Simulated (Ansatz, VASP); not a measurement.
**RuS in two plane-wave programs**

One calculation is typed for both programs; each brings its own data sets and cutoff. How far apart do they land? The cell is invented: As first built, before any earlier steps moved the atoms: it takes the ZrS structure with some of its atoms replaced by other elements, volume scaled by an estimate. It may not be a known or stable phase. The cell comes out of the VASP series on this material, whose earlier steps may have relaxed, scaled or displaced it; both programs get it as it stands.

Program: Ansatz 0.2.0. Level of theory: plane waves, with VASP 6.6.1 beside it; band structure at PBEsol and band structure at PBE, spin-orbit coupling. Results are calculated unless marked as measured.

### 1. The starting structure

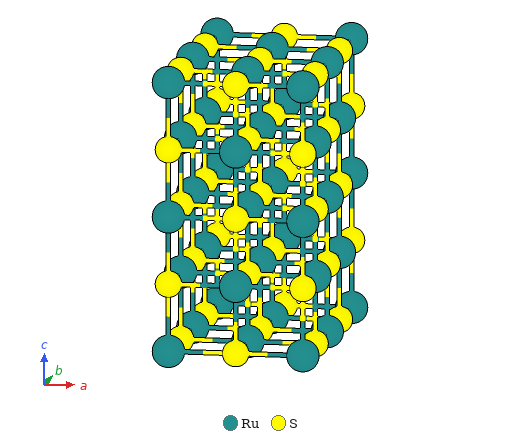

The starting structure, seen slightly off an axis (ruthenium teal, sulfur yellow). 1×2×2 cells are drawn. This picture shows the conventional cell, with its axes. Some periodic images of atoms are drawn too.

Structure file:

```xyz
2
Lattice="0.0000 2.4503 2.4503 2.4503 0.0000 2.4503 2.4503 2.4503 0.0000" Properties=species:S:1:pos:R:3 pbc="T T T"
Ru    0.0000    0.0000    0.0000
S     2.4503    2.4503    2.4503
```

### 2. VASP: band structure, PBEsol

Levels along a path test the potential and the projectors away from the mesh points.

Lines of VASP's logs that name or quote its potential files are left out, and so is its time.

File INCAR:

```
SYSTEM = RuS
PREC = Accurate
ENCUT = 400
EDIFF = 1E-06
NELM = 100
ISMEAR = 0
SIGMA = 0.02
LREAL = .FALSE.
ALGO = Normal
GGA = PS
NBANDS = 22
LORBIT = 11
LWAVE = .FALSE.
LCHARG = .FALSE.
KPAR = 4
```

File POSCAR:

```
RuS
1.0
    0.0000000000      2.4502571123      2.4502571123
    2.4502571123      0.0000000000      2.4502571123
    2.4502571123      2.4502571123      0.0000000000
Ru S
1 1
Direct
    0.0000000000      0.0000000000      0.0000000000
    0.5000000000      0.5000000000      0.5000000000
```

File KPOINTS:

```
Automatic mesh
0
Gamma
5 5 5
0 0 0
```

File KPOINTS_OPT:

```
Line mode
16
Line-mode
Reciprocal
  0.00000000   0.00000000   0.00000000 GAMMA
  0.50000000   0.00000000   0.50000000 X

  0.50000000   0.00000000   0.50000000 X
  0.50000000   0.25000000   0.75000000 W

  0.50000000   0.25000000   0.75000000 W
  0.37500000   0.37500000   0.75000000 K

  0.37500000   0.37500000   0.75000000 K
  0.00000000   0.00000000   0.00000000 GAMMA

  0.00000000   0.00000000   0.00000000 GAMMA
  0.50000000   0.50000000   0.50000000 L

  0.50000000   0.50000000   0.50000000 L
  0.62500000   0.25000000   0.62500000 U

  0.62500000   0.25000000   0.62500000 U
  0.50000000   0.25000000   0.75000000 W

  0.50000000   0.25000000   0.75000000 W
  0.50000000   0.50000000   0.50000000 L

  0.50000000   0.50000000   0.50000000 L
  0.37500000   0.37500000   0.75000000 K

  0.62500000   0.25000000   0.62500000 U
  0.50000000   0.00000000   0.50000000 X
```

Potentials, in the order of the species: Ru_pv and S (PBE family, release 64).

On the command line:

```console
> mpirun -np 4 vasp_std
```

Numbers of over 12 decimals in the logs are rounded to 6 here.

Log:

```text
[banner, memory and clock lines left out]
running    4 mpi-ranks, on    1 nodes
 distrk:  each k-point on    1 cores,    4 groups
 distr:  one band on    1 cores,    1 groups

 POSCAR found type information on POSCAR RuS
 POSCAR found :  2 types and       2 ions
|                                                                             |
|               ----> ADVICE to this user running VASP <----                  |
|                                                                             |
|     You enforced a specific xc type in the INCAR file but a different       |
|     [... a line on the potential file left out ...]
|     I HOPE YOU KNOW WHAT YOU ARE DOING!                                     |
|                                                                             |

 LDA part: xc-table for (Slater+PW92), standard interpolation
 POSCAR, INCAR and KPOINTS ok, starting setup
 FFT: planning ... GRIDC
 FFT: planning ... GRID_SOFT
 FFT: planning ... GRID
 WAVECAR not read
 entering main loop
       N       E                     dE             d eps       ncg     rms          rms(c)
DAV:   1     0.143331409747E+03    0.14333E+03   -0.95007E+03   440   0.745E+02
DAV:   2    -0.976418492101E+01   -0.15310E+03   -0.14706E+03   494   0.246E+02
DAV:   3    -0.142749999204E+02   -0.45108E+01   -0.44237E+01   512   0.430E+01
DAV:   4    -0.142972839405E+02   -0.22284E-01   -0.22279E-01   500   0.335E+00
DAV:   5    -0.142974085513E+02   -0.12461E-03   -0.12461E-03   518   0.255E-01    0.157E+01
DAV:   6    -0.139822540839E+02    0.31515E+00   -0.18266E+00   488   0.107E+01    0.753E+00
DAV:   7    -0.138767409421E+02    0.10551E+00   -0.50193E-01   476   0.509E+00    0.558E+00
DAV:   8    -0.138527129711E+02    0.24028E-01   -0.69987E-02   488   0.210E+00    0.970E-01
DAV:   9    -0.138506039541E+02    0.21090E-02   -0.31601E-03   476   0.435E-01    0.344E-01
DAV:  10    -0.138500244220E+02    0.57953E-03   -0.68621E-04   536   0.226E-01    0.215E-01
DAV:  11    -0.138500098123E+02    0.14610E-04   -0.23702E-05   482   0.338E-02    0.886E-02
DAV:  12    -0.138500018024E+02    0.80099E-05   -0.16283E-06   460   0.108E-02    0.444E-02
DAV:  13    -0.138499982785E+02    0.35238E-05   -0.15678E-06   416   0.102E-02    0.182E-02
DAV:  14    -0.138499973129E+02    0.96562E-06   -0.35357E-07   274   0.478E-03
   1 F= -.13849997E+02 E0= -.13847418E+02  d E =-.515905E-02
 Start KPOINTS_OPT (optional k-point list driver)
k-point batch [1-10\160]
       N       E                     dE             ncg
DAV:   1     0.424530707160E+03   -0.10949E+04      448
DAV:   2    -0.111945141315E+04   -0.15440E+04      494
DAV:   3    -0.115373175133E+04   -0.34280E+02      518
DAV:   4    -0.115387906472E+04   -0.14731E+00      490
DAV:   5    -0.115387999026E+04   -0.92554E-03      522
DAV:   6    -0.115387999914E+04   -0.88800E-05      496
DAV:   7    -0.115387999923E+04   -0.92668E-07      452
[...]
k-point batch [151-160\160]
       N       E                     dE             ncg
DAV:   1     0.363658726897E+03   -0.71506E+04      448
DAV:   2    -0.113746873761E+04   -0.15011E+04      500
DAV:   3    -0.117509523942E+04   -0.37627E+02      536
DAV:   4    -0.117527474772E+04   -0.17951E+00      462
DAV:   5    -0.117527597356E+04   -0.12258E-02      562
DAV:   6    -0.117527598640E+04   -0.12839E-04      476
DAV:   7    -0.117527598654E+04   -0.14301E-06      482
```

Parts of OUTCAR (step 2):

```text
ion  position               nearest neighbor table
   1  0.000  0.000  0.000-   2 2.45   2 2.45   2 2.45   2 2.45   2 2.45   2 2.45
   2  0.500  0.500  0.500-   1 2.45   1 2.45   1 2.45   1 2.45   1 2.45   1 2.45

  LATTYP: Found a face centered cubic cell.
 ALAT       =     4.9005142246

 Subroutine GETGRP returns: Found 48 space group operations
 (whereof 48 operations were pure point group operations)

The static configuration has the point symmetry O_h .

 Found     10 irreducible k-points:

   k-points           NKPTS =     10   k-points in BZ     NKDIM =     10   number of bands    NBANDS=     22

   dimension x,y,z NGX =    24 NGY =   24 NGZ =   24
   dimension x,y,z NGXF=    48 NGYF=   48 NGZF=   48

   ENCUT  =  400.0 eV  29.40 Ry    5.42 a.u.   5.65  5.65  5.65*2*pi/ulx,y,z

   NELECT =      20.0000    total number of electrons

 k-points in reciprocal lattice and weights: Automatic mesh
   0.00000000  0.00000000  0.00000000       0.008
   0.20000000  0.00000000  0.00000000       0.064
   0.40000000  0.00000000  0.00000000       0.064
   0.20000000  0.20000000  0.00000000       0.048
   0.40000000  0.20000000  0.00000000       0.192
  -0.40000000  0.20000000  0.00000000       0.192
  -0.20000000  0.20000000  0.00000000       0.096
   0.40000000  0.40000000  0.00000000       0.048
  -0.40000000  0.40000000  0.00000000       0.096
  -0.40000000  0.40000000  0.20000000       0.192

 average (electrostatic) potential at core
       1 -68.9957       2 -82.7523

 E-fermi :  10.1476

 k-point     1 :       0.0000    0.0000    0.0000
  band No.  band energies     occupation
    ...
      8       7.8125      2.00000
      9       7.8125      2.00000
     10       8.1516      2.00000
     11       8.1516      2.00000
     12       8.1516      2.00000
     13      14.4534      0.00000
     14      20.5106      0.00000
     15      21.8971      0.00000
     16      22.3706      0.00000
     17      22.3706      0.00000
    ...

 k-point     2 :       0.2000    0.0000    0.0000
  band No.  band energies     occupation
    ...
      6       5.7223      2.00000
      7       5.7223      2.00000
      8       8.2338      2.00000
      9       8.2338      2.00000
     10       8.9800      2.00000
     11      10.9336      0.00000
     12      10.9336      0.00000
     13      16.1114      0.00000
     14      19.3050      0.00000
     15      20.9653      0.00000
    ...

 k-point     3 :       0.4000    0.0000    0.0000
  band No.  band energies     occupation
    ...
      6       4.5341      2.00000
      7       4.5341      2.00000
      8       9.2642      2.00000
      9       9.2642      2.00000
     10       9.9556      2.00000
     11      13.7416      0.00000
     12      13.7416      0.00000
     13      14.3223      0.00000
     14      17.8577      0.00000
     15      17.8577      0.00000
    ...

  Total       -1.1279156     -1.1279156     -1.1279156      0.0000000     -0.0000000      0.0000000
  in kB      -61.4217564    -61.4217564    -61.4217564      0.0000000     -0.0000000      0.0000000
  external PRESSURE =     -61.4217564 kB  Pullay stress =       0.0000000 kB

  energy-cutoff  :      400.00
  volume of cell :       29.42
      direct lattice vectors                 reciprocal lattice vectors
     0.000000000  2.450257112  2.450257112    -0.204060218  0.204060218  0.204060218
     2.450257112  0.000000000  2.450257112     0.204060218 -0.204060218  0.204060218
     2.450257112  2.450257112  0.000000000     0.204060218  0.204060218 -0.204060218

 POSITION                                       TOTAL-FORCE (eV/Angst)
 -----------------------------------------------------------------------------------
      0.00000      0.00000      0.00000         0.000000      0.000000      0.000000
      2.45026      2.45026      2.45026        -0.000000     -0.000000     -0.000000
 -----------------------------------------------------------------------------------
    total drift:                                0.000000     -0.000000     -0.000000

  FREE ENERGIE OF THE ION-ELECTRON SYSTEM (eV)
  ---------------------------------------------------
  free  energy   TOTEN  =       -13.8499973129 eV

  energy  without entropy=      -13.8448382625  energy(sigma->0) =      -13.84741779

 total charge
# of ion       s       p       d       tot
------------------------------------------
    1        0.276   6.174   6.142  12.592
    2        1.307   2.317   0.000   3.624
--------------------------------------------------
tot          1.583   8.491   6.142  16.216

[... 3 further parts left out ...]
```

The run ends at a pressure of -6.14 GPa.

### 3. Ansatz: band structure, PBEsol

Ansatz runs on its default PAW (the set named soft_2) files.

The same cell, functional, mesh and smearing now go to Ansatz, which takes its cutoff from its data sets.

File input.yaml:

```yaml
crystal:
  lattice:
    - [0.0, 2.4502571123, 2.4502571123]
    - [2.4502571123, 0.0, 2.4502571123]
    - [2.4502571123, 2.4502571123, 0.0]
  atoms:
    - { symbol: Ru, position: [0.0, 0.0, 0.0] }
    - { symbol: S, position: [0.5, 0.5, 0.5] }
hamiltonian:
  xc: pbesol
  pseudopotentials: { kind: paw }
kpoints:
  mp_grid: { grid: [5, 5, 5] }
  band_path:
    path:
      - [0.0, 0.0, 0.0]
      - [0.16667, 0.0, 0.16667]
      - [0.33333, 0.0, 0.33333]
      - [0.5, 0.0, 0.5]
      - [0.5, 0.08333, 0.58333]
      - [0.5, 0.18333, 0.68333]
      - [0.5, 0.25, 0.75]
      - [0.45, 0.3, 0.75]
      - [0.40833, 0.34167, 0.75]
      - [0.35, 0.35, 0.7]
      - [0.225, 0.225, 0.45]
      - [0.075, 0.075, 0.15]
      - [0.03333, 0.03333, 0.03333]
      - [0.23333, 0.23333, 0.23333]
      - [0.4, 0.4, 0.4]
      - [0.51667, 0.46667, 0.51667]
      - [0.55833, 0.38333, 0.55833]
      - [0.60833, 0.28333, 0.60833]
      - [0.60833, 0.25, 0.64167]
      - [0.55833, 0.25, 0.69167]
      - [0.51667, 0.25, 0.73333]
      - [0.5, 0.3, 0.7]
      - [0.5, 0.38333, 0.61667]
      - [0.5, 0.48333, 0.51667]
      - [0.475, 0.475, 0.55]
      - [0.425, 0.425, 0.65]
      - [0.38333, 0.38333, 0.73333]
      - [0.59167, 0.18333, 0.59167]
      - [0.55, 0.1, 0.55]
      - [0.5, 0.0, 0.5]
    npoints: 1
scf:
  occupations: { method: gaussian, width: 0.02 }
  n_extra_bands: 7
output:
  forces: true
  stress: true
  eigenvalues: true
  write_density: true
  write_potential: true
  elf: true
  volumetric_format: npy
```

On the command line:

```console
> ansatz run input.yaml --threads 2 --pin off --max-ram 4608MiB --backend cpu --events-out ev --progress --plain --runs-dir out
```

Log:

```text
scf.n_extra_bands = 7 over 11 filled bands (N_el = 22.0): the run solves 18 bands
Engine: ansatz 0.2.0, aarch64-unknown-linux-gnu
Pseudopotentials: kind: paw
Pseudopotential: Ru, paw, valence charge 16, recommended cutoff 420 eV (normal), Ru.paw.azcp
Pseudopotential: S, paw, valence charge 6, recommended cutoff 420 eV (normal), S.paw.azcp
Functional definition: PBEsol
  exchange = pbesol_x
  correlation = pbesol_c
Crystal: 2 atoms, lattice volume = 29.422 Å³
Basis set: ecut = 420 eV, 561 PW (Γ), exchange–correlation on 48×48×48 points (8 copies of the dense FFT grid, shifted against one another)
Bands: 18, of which v1, the nominal top of the filled ones, is band 11 counted from 1 (10 counted from 0)
Symmetry: 48 space group operations
Space group: Fm-3m (ITA 225), of the structure as read, at distance tolerance 3.1e-5 Å
k-points: 10 of 125
Non-local potential: Ru, projectors of the file, l = 0: 3, l = 1: 2, l = 2: 2, l = 3: 1
Non-local potential: S, projectors of the file, l = 0: 2, l = 1: 2, l = 2: 2
PAW form: soft (Blöchl's): semilocal exchange-correlation on the pseudo side does not see the compensation charge
PAW frozen core: Ru, regenerated for the run's functional, and the local potential with it (the file was generated under x = pbe(κ = 0.804, μ = 0.219515), c = pbe(β = 0.066725))
PAW frozen core: S, regenerated for the run's functional, and the local potential with it (the file was generated under x = pbe(κ = 0.804, μ = 0.219515), c = pbe(β = 0.066725))
PAW one-centre angular grid: Ru, 590 points (default); XC on 64 Gauss nodes
PAW one-centre angular grid: S, 110 points (default); XC on 64 Gauss nodes
Initial density: superposition of atomic densities (neutral atoms: chi_scale 0, normalization atom), corrected by the library's trained network
Initial wavefunctions: pseudopotential atomic-orbital guess
Functional: x = pbesol(κ = 0.804, μ = 0.123457), c = pbesol(β = 0.046)
SCF iter   1: F=—  HF=-6700.721892 eV  |F-HF|=—  |Δ(HF+E_count)|=         —  Δρ=1.21e-2  dr2=2.47e-2  ethr=1.77e-3  ⟨swp⟩=5.5  Hψ=968  notcnv=0
preconditioner: auto → Kerker (q_TF=auto, 2.599 Å⁻¹)  [metal: Δε(μ)=0.020 eV  Ē_g=11.930 eV  σ=0.020 eV  W_gap=0.42  n_scr=14 (ndim 8)  ℏωp=25.6 eV  f_vac=0.000  D(μ)=18.57/eV (n_scr^D=608)]
SCF iter   2: F=—  HF=-6700.717774 eV  |F-HF|=—  |Δ(HF+E_count)|=   4.12e-3  Δρ=3.67e-3  dr2=4.37e-3  ethr=1.12e-4  ⟨swp⟩=1.9  Hψ=295  notcnv=0  defer=11
SCF iter   3: F=—  HF=-6700.716930 eV  |F-HF|=—  |Δ(HF+E_count)|=   8.44e-4  Δρ=1.71e-3  dr2=5.48e-4  ethr=1.99e-5  ⟨swp⟩=2.7  Hψ=303  notcnv=0  defer=15
SCF iter   4: F=—  HF=-6700.716802 eV  |F-HF|=—  |Δ(HF+E_count)|=   1.29e-4  Δρ=1.12e-3  dr2=1.22e-4  ethr=2.49e-6  ⟨swp⟩=2.5  Hψ=238  notcnv=0  defer=15
SCF iter   5: F=—  HF=-6700.716792 eV  |F-HF|=—  |Δ(HF+E_count)|=   9.23e-6  Δρ=2.68e-4  dr2=6.14e-6  ethr=5.55e-7  ⟨swp⟩=1.0  Hψ=165  notcnv=0  defer=15
SCF iter   6: F=—  HF=-6700.716782 eV  |F-HF|=—  |Δ(HF+E_count)|=   1.02e-5  Δρ=1.93e-5  dr2=6.98e-8  ethr=4.55e-10  ⟨swp⟩=9.9  Hψ=1130  notcnv=0
SCF iter   7: F=-6700.716782 eV  HF=-6700.716782 eV  |F-HF|=5.12e-10  |Δ(HF+E_count)|=   3.47e-8  Δρ=3.66e-6  dr2=1.45e-9  ethr=3.17e-10  ⟨swp⟩=5.1  Hψ=867  notcnv=0
SCF 1 converged in 7 iterations: F = -6700.716782 eV  dr2 = 1.45e-9
  greatest PAW one-centre occupation: 0.999 electrons in one spin orbital (limit 2), on the Ru atom at site 0 (counted from 0), in its partial waves of l = 0
NSCF: frozen V_eff on 30 k-points
SCF converged after 7 iterations
Free energy (F): -6700.716782 eV
Harris-Foulkes:  -6700.716782 eV  (|F-HF|=5.12e-10)
Internal energy: -6700.711520 eV  (E = F + TS)
E sigma→0 (E₀):  -6700.714151 eV
Entropy (-TS):   -0.005262 eV (-2.631 meV/atom)
Fermi energy:    15.925181 eV
--- Per-component energies (eV) ---
  E_band       = -115.685632
  E_kinetic    = 625.327601
  E_local      = -1754.678152  (includes V_loc(G=0)·N_el)
  E_nonlocal   = 377.466985
  E_hartree    = 596.057561
  E_xc         = -285.315633
  E_vxc        = -325.784434  (∫ρ·V_xc dr)
  E_paw        = -3985.554974  (= ΣΔE_a)
  E_vpaw       = -230.132005  (= ΣTr[D̂ρ^β])
  E_aug_tail   = -0.000186  (compensation charges beyond the density's cutoff)
  E_ewald      = -2274.329969
  E_core_change = 0.315245  (= ΣΔE_core)
  E_smearing   = -0.005262  (= −TS)
  E_closure    = 0.000000  (closes the sum)
  Σ components = -6700.716782   (vs F -6700.716782, Δ=0.00e0)
--- Forces (eV/Å), atoms counted from 1 ---
  atom   1  Ru    -0.00000000     0.00000000     0.00000000
  atom   2  S      0.00000000    -0.00000000    -0.00000000
  max |Σ_I F_I| component: 3.94e-30 eV/Å
--- Stress (GPa, compression-positive) ---
       -5.872094       0.000000       0.000000
        0.000000      -5.872094       0.000000
       -0.000000       0.000000      -5.872094
  P = ⅓ Tr σ = -5.8721 GPa (-58.721 kbar)
--- Band table (eV; the first three rows and the last of 10) ---
  k-point 0: bands = [... 7 lower, 13.4889, 13.5937, 13.5937, 13.9400, 13.9400, 13.9400, 20.2320, 26.2786, ... 3 higher]
  k-point 1: bands = [... 7 lower, 11.5073, 14.0095, 14.0095, 14.7583, 16.7140, 16.7140, 21.8850, 25.0158, ... 3 higher]
  k-point 2: bands = [... 7 lower, 10.3186, 15.0416, 15.0416, 15.7342, 19.5229, 19.5229, 20.0712, 23.5362, ... 3 higher]
  k-point 9: bands = [... 7 lower, 10.4826, 14.5667, 15.3307, 15.9196, 15.9403, 17.4965, 22.7498, 23.9489, ... 3 higher]
```

Wall time 1.2 s (2 threads of Arm Neoverse V1, shared host); peak memory 0.27 GiB.

### 4. Side by side

Known differences besides the PAW data sets themselves: the data sets hold 22 valence electrons in Ansatz (default PAW (the set named soft_2) files) and 20 in VASP; the cutoff is 420 eV in Ansatz and 400 eV in VASP; Ansatz makes its cores anew for this functional, VASP keeps those of its PBE data sets; VASP leaves aspherical gradient terms in its spheres out (LASPH is not set), Ansatz keeps them. Total energies have different zeros and are not compared.

Both answers:

```
      quantity  Ansatz   VASP  difference
pressure (GPa)   -5.87  -6.14       +0.27
```

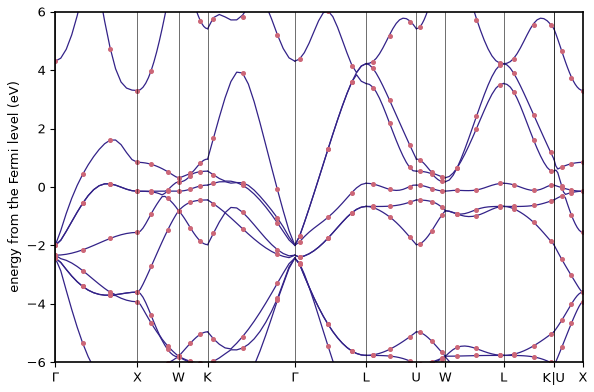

Bands from VASP (lines) and levels from Ansatz (dots). Dots without a line are higher empty bands that the VASP plot leaves out.

Levels from 3 eV below to 2 eV above the Fermi level differ by 3 meV r.m.s. and 11 meV at most; each VASP level is matched to the nearest of Ansatz, which flatters the figure a little.

### 5. Ansatz: band structure, PBE, spin-orbit coupling

The same path points are solved in both programs, so levels can be compared one by one.

The cell comes out of the VASP series on this material, whose earlier steps may have relaxed, scaled or displaced it; both programs get it as it stands.

input.yaml: that of step 3 with these lines changed.

```diff
@@ -9,6 +9,9 @@
 hamiltonian:
-  xc: pbesol
-  pseudopotentials: { kind: paw }
+  xc: pbe
+  pseudopotentials: { kind: paw_fr }
+magnetization:
+  noncollinear: true
+  spin_orbit: true
 kpoints:
-  mp_grid: { grid: [5, 5, 5] }
+  mp_grid: { grid: [6, 6, 6] }
   band_path:
@@ -48,3 +51,3 @@
   occupations: { method: gaussian, width: 0.02 }
-  n_extra_bands: 7
+  n_extra_bands: 14
 output:
```

Log:

```text
[...]
non-collinear run that drives no moment, with spin-orbit: no starting moment large enough to seed its density (crystal.atoms[].spin), no starting occupations that ask for one, no magnetisation constraint and no magnetic field, so the semilocal B_xc is pinned to zero
Crystal: 2 atoms, lattice volume = 29.422 Å³
[...]
k-point 1: bands = [... 18 lower, 14.0313, 14.0313, 14.7820, 14.7820, 16.3262, 16.3262, 16.3270, 16.3270, ... 10 higher]
  k-point 2: bands = [... 18 lower, 14.8763, 14.8763, 15.5366, 15.5366, 18.8101, 18.8101, 18.8260, 18.8260, ... 10 higher]
  k-point 15: bands = [... 18 lower, 15.6968, 15.6968, 15.8290, 15.8290, 16.0129, 16.0129, 16.7174, 16.7174, ... 10 higher]
[key lines of the parts left out:]
SCF converged after 7 iterations
Magnetization: |M| = 0.0000 μB,  M = (+0.0000, +0.0000, +0.0000) μB
Free energy (F): -6781.632636 eV
Fermi energy:    16.108013 eV
P = ⅓ Tr σ = 0.8793 GPa (8.793 kbar)
```

The job ended after 4.8 s (2 threads; peak memory 0.36 GiB; 8.2 s of CPU time).

(Continued in part 2 of 2.)

[Lines on the potential files, build, host, timing and source positions are cut from VASP's logs without a mark.]

[Logs are printed without paths, hosts, clocks, repeated set-up lines and the standing remarks that a program may print on its own settings, such as how far it seeks lower states.]

[Hosts, paths, dates, database ids (printed as entryN), source tags and the programs' standing remarks are cut or masked in the printed files.]
